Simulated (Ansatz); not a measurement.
MgS, response to strain

Take MgS in the rock salt structure (space group Fm-3m, No. 225; a = 5.2030 Å) as the base. Axes: x, y, z lie along the cube axes.

Strains are applied to the cell and any free atomic positions relax.

Level of theory: r2SCAN/PAW in Ansatz (a first-principles code), no SOC.

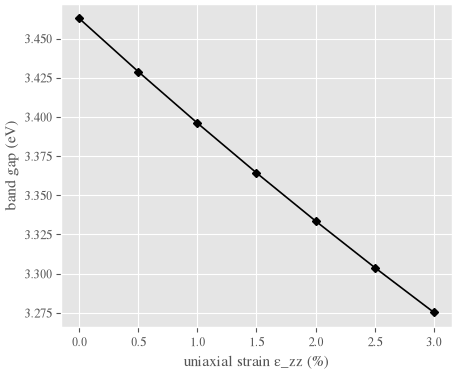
*Band gap against uniaxial strain ε_zz*

| uniaxial strain ε_zz (%) | band gap |
|---|---|
| 0.5 | 3.43 eV |
| 1 | 3.40 eV |
| 1.5 | 3.36 eV |
| 2 | 3.33 eV |
| 2.5 | 3.30 eV |
| 3 | 3.28 eV |

No phonon test of stability was made.
